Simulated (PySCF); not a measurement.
# Re3: forces at shaken geometries

How stiff is Re3? Its atoms are displaced at random by several amounts. The species was built from a template and needn't be a known compound.

Method: B3LYP, Re def2-SVP with ECP60; scalar-relativistic core potentials, no spin–orbit coupling; program: PySCF 2.14.0.

2 further runs of the same task are left out: 2 for a known fault of the program.

## 1. Starting geometry

3 atoms, charge 0, spin multiplicity 4.

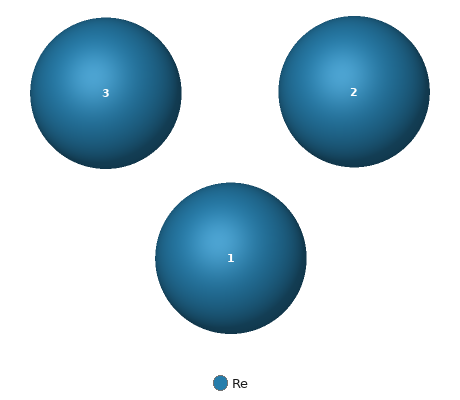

The structure; rhenium blue; atoms are numbered from 1 in the order of the file.

As a file:

```xyz
3

Re    1.1735   -0.0171    0.0000
Re   -0.5673    1.3257    0.0000
Re   -0.6061   -1.3086    0.0000
```

An earlier session relaxed this geometry at B3LYP, Re def2-SVP with ECP60 (quartet, point group C2v).

Its energy there is -234.740198 Eh.

## 2. Atoms moved at random, σ = 0.03 Å

File run.py (the lines that set the calculation):

```python
mol = gto.M(atom='''
Re     1.20163    -0.03023     0.00382
Re    -0.58363     1.32541     0.02686
Re    -0.61800    -1.29518    -0.03068''',
    basis={'Re': 'def2-SVP'},
    ecp={'Re': 'def2-SVP'},
    charge=0, spin=3)
mf = dft.UKS(mol, xc='B3LYP')
mf.grids.atom_grid = (50, 194)
mf = mf.density_fit()  # fitting sets: Re def2-universal-JKFIT
mf.conv_tol = 1e-08; mf.max_cycle = 55
mf.kernel(dm0)  # dm0: the density of the relaxed state
```

Command:

```console
$ OMP_NUM_THREADS=2 python run.py
```

The program printed:

```text
init E= -234.724322875348
  HOMO = -0.168934886818  LUMO = -0.108432321497  gap/eV = 1.64636
cycle= 1 E= -234.737969713133  delta_E= -0.0136  |g|= 0.0477  |ddm|= 0.184
  HOMO = -0.1626711802  LUMO = -0.10410645766  gap/eV = 1.59363
cycle= 2 E= -234.712520561385  delta_E= 0.0254  |g|= 0.253  |ddm|= 0.265
  HOMO = -0.16247464268  LUMO = -0.104532378138  gap/eV = 1.57669
cycle= 3 E= -234.736954431687  delta_E= -0.0244  |g|= 0.0704  |ddm|= 0.246
  HOMO = -0.165398371543  LUMO = -0.106012171926  gap/eV = 1.61598
cycle= 4 E= -234.739031174921  delta_E= -0.00208  |g|= 0.00768  |ddm|= 0.0845
  HOMO = -0.164937959431  LUMO = -0.105579555613  gap/eV = 1.61522
cycle= 5 E= -234.739017530462  delta_E= 1.36e-05  |g|= 0.0109  |ddm|= 0.0201
  HOMO = -0.164892851259  LUMO = -0.105498187547  gap/eV = 1.61621
cycle= 6 E= -234.73907466409  delta_E= -5.71e-05  |g|= 0.00358  |ddm|= 0.0137
  HOMO = -0.164903879284  LUMO = -0.105615586836  gap/eV = 1.61332
cycle= 7 E= -234.739102555792  delta_E= -2.79e-05  |g|= 0.00148  |ddm|= 0.0171
  HOMO = -0.164942623108  LUMO = -0.105689667645  gap/eV = 1.61236
cycle= 8 E= -234.739116949769  delta_E= -1.44e-05  |g|= 0.000955  |ddm|= 0.0135
  HOMO = -0.164829148316  LUMO = -0.105688666439  gap/eV = 1.60929
cycle= 9 E= -234.739132110457  delta_E= -1.52e-05  |g|= 0.000833  |ddm|= 0.0214
  HOMO = -0.16478814003  LUMO = -0.105708703952  gap/eV = 1.60763
cycle= 10 E= -234.739138547466  delta_E= -6.44e-06  |g|= 0.000493  |ddm|= 0.0149
  HOMO = -0.164772045502  LUMO = -0.105712217485  gap/eV = 1.60710
cycle= 11 E= -234.739140557818  delta_E= -2.01e-06  |g|= 0.000283  |ddm|= 0.00784
  HOMO = -0.164754085542  LUMO = -0.105702728628  gap/eV = 1.60687
cycle= 12 E= -234.73914127589  delta_E= -7.18e-07  |g|= 0.000232  |ddm|= 0.00477
  HOMO = -0.164748846064  LUMO = -0.105696190187  gap/eV = 1.60690
cycle= 13 E= -234.73914156859  delta_E= -2.93e-07  |g|= 0.000207  |ddm|= 0.00294
  HOMO = -0.164749001373  LUMO = -0.105691937177  gap/eV = 1.60702
cycle= 14 E= -234.739141747926  delta_E= -1.79e-07  |g|= 8.66e-05  |ddm|= 0.00275
  HOMO = -0.1647512906  LUMO = -0.105692270918  gap/eV = 1.60708
cycle= 15 E= -234.739141806139  delta_E= -5.82e-08  |g|= 5.47e-05  |ddm|= 0.00109
  HOMO = -0.164754025371  LUMO = -0.105690988533  gap/eV = 1.60719
cycle= 16 E= -234.739141865902  delta_E= -5.98e-08  |g|= 6.28e-05  |ddm|= 0.00153
  HOMO = -0.164752457468  LUMO = -0.105688193461  gap/eV = 1.60722
cycle= 17 E= -234.739141885547  delta_E= -1.96e-08  |g|= 4.08e-05  |ddm|= 0.000704
  HOMO = -0.164754534266  LUMO = -0.105691030255  gap/eV = 1.60720
cycle= 18 E= -234.739141898866  delta_E= -1.33e-08  |g|= 5.03e-05  |ddm|= 0.00055
  HOMO = -0.164755644196  LUMO = -0.105691104588  gap/eV = 1.60723
cycle= 19 E= -234.739141910883  delta_E= -1.2e-08  |g|= 3.82e-05  |ddm|= 0.000778
  HOMO = -0.164755544194  LUMO = -0.105691372904  gap/eV = 1.60722
cycle= 20 E= -234.739141915852  delta_E= -4.97e-09  |g|= 2.35e-05  |ddm|= 0.000387
  HOMO = -0.164754161103  LUMO = -0.105689948648  gap/eV = 1.60722
Extra cycle  E= -234.73914190858  delta_E= 7.27e-09  |g|= 0.000133  |ddm|= 0.00017
converged SCF energy = -234.73914190858  <S^2> = 4.0379638  2S+1 = 4.1414798
```

Wall time 6.1 s (2 threads of Arm Neoverse V2, shared host).

It gives: E = -234.739142 Eh (+0.029 eV from the relaxed state), HOMO -4.48 eV, LUMO -2.88 eV (over both spins), ⟨S²⟩ = 4.038, Mulliken charge on Re1 +0.08 e, largest force component 1.348 eV/Å. The state is spin-contaminated.

```tsv
atom	Fx	Fy	Fz (eV/Å)
Re1	-1.348	0.121	0.004
Re2	0.738	-0.382	-0.004
Re3	0.611	0.261	0.000
```

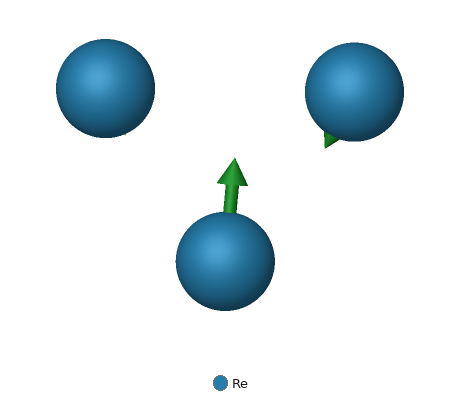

Forces as arrows, the longest for the largest force.

## 3. Atoms moved at random, σ = 0.06 Å

run.py (the lines that set the calculation): that of step 2 with these lines changed.

```diff
@@ -1,5 +1,5 @@
 mol = gto.M(atom='''
-Re     1.20163    -0.03023     0.00382
-Re    -0.58363     1.32541     0.02686
-Re    -0.61800    -1.29518    -0.03068''',
+Re     1.20270    -0.01546     0.00350
+Re    -0.59991     1.36735    -0.01448
+Re    -0.60279    -1.35189     0.01097''',
     basis={'Re': 'def2-SVP'},
```

Command:

```console
$ OMP_NUM_THREADS=2 python run.py
```

The program printed:

```text
init E= -234.707637165291
  HOMO = -0.172086450423  LUMO = -0.106772333859  gap/eV = 1.77729
cycle= 1 E= -234.733043931858  delta_E= -0.0254  |g|= 0.0736  |ddm|= 0.268
  HOMO = -0.161381403525  LUMO = -0.10147818164  gap/eV = 1.63005
cycle= 2 E= -234.660106344506  delta_E= 0.0729  |g|= 0.422  |ddm|= 0.423
  HOMO = -0.164320746521  LUMO = -0.102118732564  gap/eV = 1.69260
cycle= 3 E= -234.730796035487  delta_E= -0.0707  |g|= 0.105  |ddm|= 0.395
  HOMO = -0.168180711658  LUMO = -0.104548260325  gap/eV = 1.73153
cycle= 4 E= -234.735413480283  delta_E= -0.00462  |g|= 0.00729  |ddm|= 0.135
  HOMO = -0.167253499345  LUMO = -0.103713331034  gap/eV = 1.72902
cycle= 5 E= -234.735467399137  delta_E= -5.39e-05  |g|= 0.00667  |ddm|= 0.0287
  HOMO = -0.167161776263  LUMO = -0.103703912209  gap/eV = 1.72678
cycle= 6 E= -234.735461948731  delta_E= 5.45e-06  |g|= 0.0102  |ddm|= 0.0164
  HOMO = -0.167244961509  LUMO = -0.103791759515  gap/eV = 1.72665
cycle= 7 E= -234.735567178339  delta_E= -0.000105  |g|= 0.00228  |ddm|= 0.0273
  HOMO = -0.167148406054  LUMO = -0.103803370483  gap/eV = 1.72371
cycle= 8 E= -234.735623335402  delta_E= -5.62e-05  |g|= 0.00198  |ddm|= 0.0301
  HOMO = -0.166966337049  LUMO = -0.103732104473  gap/eV = 1.72069
cycle= 9 E= -234.735677629228  delta_E= -5.43e-05  |g|= 0.00143  |ddm|= 0.0431
  HOMO = -0.166912977917  LUMO = -0.103780583286  gap/eV = 1.71792
cycle= 10 E= -234.735703775603  delta_E= -2.61e-05  |g|= 0.000515  |ddm|= 0.0397
  HOMO = -0.166902785144  LUMO = -0.103775753688  gap/eV = 1.71777
cycle= 11 E= -234.735706517989  delta_E= -2.74e-06  |g|= 0.000476  |ddm|= 0.00964
  HOMO = -0.166905447515  LUMO = -0.103768095152  gap/eV = 1.71805
cycle= 12 E= -234.735707329807  delta_E= -8.12e-07  |g|= 0.000411  |ddm|= 0.00384
  HOMO = -0.16690580298  LUMO = -0.103756265999  gap/eV = 1.71839
cycle= 13 E= -234.73570807032  delta_E= -7.41e-07  |g|= 0.000345  |ddm|= 0.00332
  HOMO = -0.166904269332  LUMO = -0.103749803574  gap/eV = 1.71852
cycle= 14 E= -234.735708610283  delta_E= -5.4e-07  |g|= 0.000269  |ddm|= 0.00283
  HOMO = -0.166908993294  LUMO = -0.103746227464  gap/eV = 1.71875
cycle= 15 E= -234.735709138379  delta_E= -5.28e-07  |g|= 0.000278  |ddm|= 0.003
  HOMO = -0.166911332572  LUMO = -0.10373802814  gap/eV = 1.71903
cycle= 16 E= -234.735709904114  delta_E= -7.66e-07  |g|= 0.000157  |ddm|= 0.00564
  HOMO = -0.1669152089  LUMO = -0.103741473424  gap/eV = 1.71904
cycle= 17 E= -234.735710256055  delta_E= -3.52e-07  |g|= 0.000136  |ddm|= 0.00424
  HOMO = -0.166918586766  LUMO = -0.103739273095  gap/eV = 1.71920
cycle= 18 E= -234.735710408226  delta_E= -1.52e-07  |g|= 0.000135  |ddm|= 0.00489
  HOMO = -0.166917801287  LUMO = -0.103742897305  gap/eV = 1.71908
cycle= 19 E= -234.735710421543  delta_E= -1.33e-08  |g|= 3.58e-05  |ddm|= 0.0011
  HOMO = -0.166916533111  LUMO = -0.103743077021  gap/eV = 1.71904
cycle= 20 E= -234.735710432114  delta_E= -1.06e-08  |g|= 2.23e-05  |ddm|= 0.000765
  HOMO = -0.166917133745  LUMO = -0.10374455925  gap/eV = 1.71901
cycle= 21 E= -234.735710437066  delta_E= -4.95e-09  |g|= 1.33e-05  |ddm|= 0.000782
  HOMO = -0.166915832082  LUMO = -0.103743717021  gap/eV = 1.71900
Extra cycle  E= -234.735710436772  delta_E= 2.94e-10  |g|= 4.72e-05  |ddm|= 9.82e-05
converged SCF energy = -234.735710436772  <S^2> = 4.1299008  2S+1 = 4.1856425
```

Wall time 6.2 s (2 threads of Arm Neoverse V2, shared host).

Read off: E = -234.735710 Eh (+0.122 eV from the relaxed state), HOMO -4.54 eV, LUMO -3.02 eV (over both spins), ⟨S²⟩ = 4.130, Mulliken charge on Re1 +0.07 e, largest force component 2.280 eV/Å. The state is spin-contaminated.

```tsv
atom	Fx	Fy	Fz (eV/Å)
Re1	-2.280	0.076	-0.007
Re2	1.171	-1.514	0.017
Re3	1.109	1.438	-0.010
```

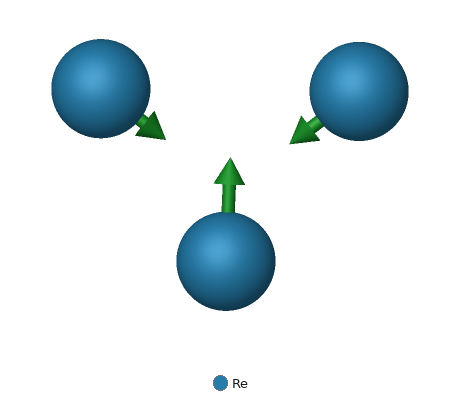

Forces as arrows, the longest for the largest force.

## 4. Atoms moved at random, σ = 0.15 Å

run.py (the lines that set the calculation): that of step 3 with these lines changed.

```diff
@@ -1,5 +1,5 @@
 mol = gto.M(atom='''
-Re     1.20270    -0.01546     0.00350
-Re    -0.59991     1.36735    -0.01448
-Re    -0.60279    -1.35189     0.01097''',
+Re     1.13661    -0.23430     0.00579
+Re    -0.63108     1.42006    -0.03471
+Re    -0.50553    -1.18577     0.02892''',
     basis={'Re': 'def2-SVP'},
```

Command:

```console
$ OMP_NUM_THREADS=2 python run.py
```

The program printed:

```text
init E= -234.624924547674
  HOMO = -0.189467783433  LUMO = -0.125395632713  gap/eV = 1.74349
cycle= 1 E= -234.633712393046  delta_E= -0.00879  |g|= 0.273  |ddm|= 1.21
  HOMO = -0.117453289835  LUMO = -0.0977821122305  gap/eV = 0.53528
cycle= 2 E= -233.758575836287  delta_E= 0.875  |g|= 1.35  |ddm|= 1.77
  HOMO = -0.149064258161  LUMO = -0.094074950977  gap/eV = 1.49634
cycle= 3 E= -234.595593900106  delta_E= -0.837  |g|= 0.391  |ddm|= 1.69
  HOMO = -0.165376837009  LUMO = -0.0996231779283  gap/eV = 1.78925
cycle= 4 E= -234.665362463623  delta_E= -0.0698  |g|= 0.165  |ddm|= 0.521
  HOMO = -0.168224053387  LUMO = -0.100940539363  gap/eV = 1.83088
cycle= 5 E= -234.6675620314  delta_E= -0.0022  |g|= 0.151  |ddm|= 0.263
  HOMO = -0.16577786263  LUMO = -0.0998342968413  gap/eV = 1.79442
cycle= 6 E= -234.677034899496  delta_E= -0.00947  |g|= 0.0315  |ddm|= 0.192
  HOMO = -0.167862726735  LUMO = -0.101280054525  gap/eV = 1.81181
cycle= 7 E= -234.677983073661  delta_E= -0.000948  |g|= 0.0118  |ddm|= 0.0926
  HOMO = -0.167699818361  LUMO = -0.10123197325  gap/eV = 1.80868
cycle= 8 E= -234.678693494077  delta_E= -0.00071  |g|= 0.0088  |ddm|= 0.0875
  HOMO = -0.168123289039  LUMO = -0.102149607322  gap/eV = 1.79524
cycle= 9 E= -234.679552775811  delta_E= -0.000859  |g|= 0.00663  |ddm|= 0.129
  HOMO = -0.167775974583  LUMO = -0.10231463401  gap/eV = 1.78129
cycle= 10 E= -234.680248825966  delta_E= -0.000696  |g|= 0.00698  |ddm|= 0.119
  HOMO = -0.167451947601  LUMO = -0.102441741494  gap/eV = 1.76902
cycle= 11 E= -234.68087515647  delta_E= -0.000626  |g|= 0.00722  |ddm|= 0.137
  HOMO = -0.167655319503  LUMO = -0.102740493477  gap/eV = 1.76642
cycle= 12 E= -234.681290219665  delta_E= -0.000415  |g|= 0.00637  |ddm|= 0.162
  HOMO = -0.167164829194  LUMO = -0.102632255019  gap/eV = 1.75602
cycle= 13 E= -234.681334055974  delta_E= -4.38e-05  |g|= 0.00269  |ddm|= 0.0308
  HOMO = -0.167215894873  LUMO = -0.102741676896  gap/eV = 1.75443
cycle= 14 E= -234.68134402188  delta_E= -9.97e-06  |g|= 0.00251  |ddm|= 0.0113
  HOMO = -0.167014550436  LUMO = -0.102724356108  gap/eV = 1.74943
cycle= 15 E= -234.681359625929  delta_E= -1.56e-05  |g|= 0.00114  |ddm|= 0.019
  HOMO = -0.166953480747  LUMO = -0.102776796248  gap/eV = 1.74634
cycle= 16 E= -234.681367619919  delta_E= -7.99e-06  |g|= 0.00181  |ddm|= 0.0196
  HOMO = -0.166858378344  LUMO = -0.102778723562  gap/eV = 1.74370
cycle= 17 E= -234.681376119663  delta_E= -8.5e-06  |g|= 0.000745  |ddm|= 0.0218
  HOMO = -0.166874360339  LUMO = -0.102803106719  gap/eV = 1.74347
cycle= 18 E= -234.681378945802  delta_E= -2.83e-06  |g|= 0.000416  |ddm|= 0.0123
  HOMO = -0.166832135356  LUMO = -0.102771344162  gap/eV = 1.74318
cycle= 19 E= -234.681380155098  delta_E= -1.21e-06  |g|= 0.000565  |ddm|= 0.00941
  HOMO = -0.166853805611  LUMO = -0.102771356603  gap/eV = 1.74377
cycle= 20 E= -234.681381209113  delta_E= -1.05e-06  |g|= 0.000183  |ddm|= 0.00958
  HOMO = -0.166864597806  LUMO = -0.102761270917  gap/eV = 1.74434
cycle= 21 E= -234.681381521603  delta_E= -3.12e-07  |g|= 0.000109  |ddm|= 0.00573
  HOMO = -0.16686682738  LUMO = -0.102753349636  gap/eV = 1.74462
cycle= 22 E= -234.681381650981  delta_E= -1.29e-07  |g|= 5.53e-05  |ddm|= 0.00375
  HOMO = -0.166877464089  LUMO = -0.102751899821  gap/eV = 1.74495
cycle= 23 E= -234.68138170513  delta_E= -5.41e-08  |g|= 2.14e-05  |ddm|= 0.00282
  HOMO = -0.166879694735  LUMO = -0.102751397804  gap/eV = 1.74502
cycle= 24 E= -234.681381716238  delta_E= -1.11e-08  |g|= 1.81e-05  |ddm|= 0.00133
  HOMO = -0.166880227401  LUMO = -0.102751239472  gap/eV = 1.74504
cycle= 25 E= -234.68138171915  delta_E= -2.91e-09  |g|= 1.19e-05  |ddm|= 0.000619
  HOMO = -0.166881977424  LUMO = -0.102752403043  gap/eV = 1.74505
Extra cycle  E= -234.68138171875  delta_E= 4e-10  |g|= 4.92e-05  |ddm|= 0.000216
converged SCF energy = -234.68138171875  <S^2> = 4.4001756  2S+1 = 4.3128531
```

Run time: 6.4 s. Hardware: 2 threads of Arm Neoverse V2, shared host.

Result: E = -234.681382 Eh (+1.600 eV from the relaxed state), HOMO -4.54 eV, LUMO -3.12 eV (over both spins), ⟨S²⟩ = 4.400, Mulliken charge on Re1 +0.07 e, largest force component 12.816 eV/Å. The state is spin-contaminated.

```tsv
atom	Fx	Fy	Fz (eV/Å)
Re1	12.816	7.351	-0.191
Re2	-0.001	-0.468	0.011
Re3	-12.815	-6.883	0.180
```

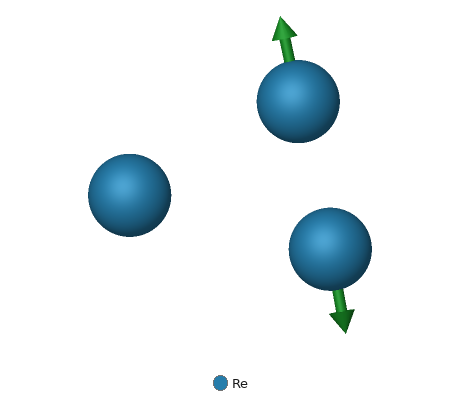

Forces as arrows, the longest for the largest force.

## 5. Results

| σ (Å) | energy rise (eV) | harmonic estimate −½ F·u (eV) | largest force component (eV/Å) |
| --- | --- | --- | --- |
| 0.03 | 0.029 | 0.028 | 1.35 |
| 0.06 | 0.122 | 0.113 | 2.28 |
| 0.15 | 1.600 | 2.122 | 12.82 |

Every displacement raises the energy. For a harmonic well the rise equals −½ F·u; the two differ by at most 33 % here (a move with σ = 0.15 Å), from anharmonicity, the grid and the small forces left at the relaxed point. These are double-zeta-type bases without diffuse functions. Spin–orbit coupling is left out for this open shell, where it can reorder the states. Open shells may have lower solutions than the one found.
